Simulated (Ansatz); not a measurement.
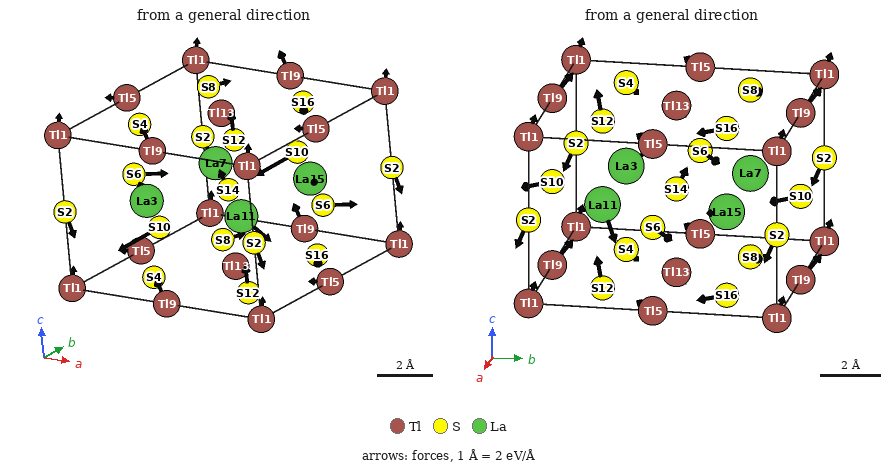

View from two general directions, drawn as a spheres-only model. The lines enclose the simulation cell; boundary atoms appear with their images. The arrows are the computed forces on the atoms.

System: LaTlS$_{2}$. Method used: DFT, PBE, plane waves, PAW (Ansatz). It ran with cutoff 420 eV, a 2×2×2 k-point grid, Fermi-Dirac smearing of 0.19 eV, no spin polarisation.

Q: Do the forces show a relaxed structure?

A: No. The atoms still feel forces of up to about 2.7 eV/Å, far above a usual threshold of 0.01 to 0.03 eV/Å.

Q: Which atom carries the strongest force?

A: S10, about 2.7 eV/Å.

Starting structure: a structure type filled with these elements by a generator (whether the compound takes this form wasn't checked). Earlier steps of the study may have refined or changed the cell and positions. It was run through Ansatz as a DFT input.
